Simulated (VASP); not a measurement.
Band structure of ZrC (rock salt). Calculation: PBE GGA with D3 dispersion (Becke-Johnson damping), VASP's PBE PAW potentials (set 64) (plane waves; VASP).

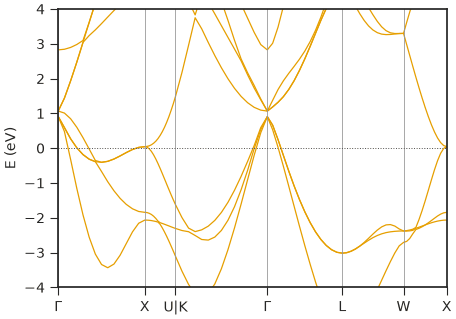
Bands along high-symmetry lines, zero at the valence-band maximum or, without a gap, the Fermi level

Task: Read the plot: is there a gap, and where are the band edges?

Result: It has no gap at this level: it comes out as a metal or semimetal. (Edges off the drawn lines would not show.)

The compound is ZrC in the rock salt structure. It was relaxed first.
